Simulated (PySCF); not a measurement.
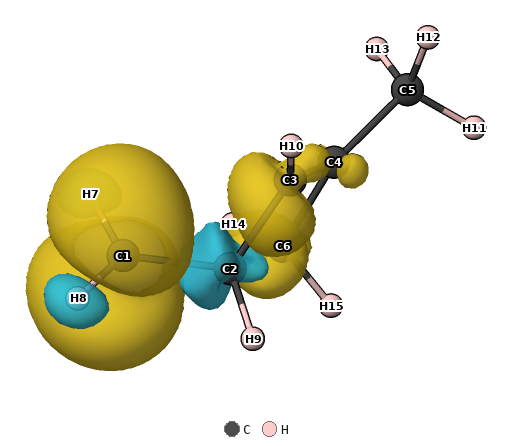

*C6H9 (doublet). Isosurfaces of the spin density at +0.015 (yellow) and −0.015 e/Å³ (cyan), seen at an oblique angle.*

Geometry: GFN2-xTB.

Computed with PySCF 2.14.0, density-fitted response routines, UKS B3LYP, pcH-1 on C H, non-relativistic, mean-field spin-orbit, GIAO.

```xyz
15

C     2.2667    0.5932    0.3008
C     1.2576   -0.2060   -0.3790
C     0.0600    0.5866   -0.9167
C    -0.8306   -0.0242   -0.1411
C    -2.2969    0.0569    0.0589
C     0.1886   -0.9130    0.5230
H     1.9882    1.1908    1.1480
H     3.2470    0.7257   -0.1137
H     1.7002   -0.8666   -1.1275
H     0.0247    1.3771   -1.6432
H    -2.7655   -0.8970   -0.1841
H    -2.7270    0.8325   -0.5702
H    -2.5216    0.2792    1.1021
H     0.3264   -0.7479    1.5898
H     0.0778   -1.9793    0.3310
```

### Where is the unpaired spin?

The unpaired spin (1 electron) lies mostly on C1 (about 0.7), in electrons by Hirshfeld's partition.
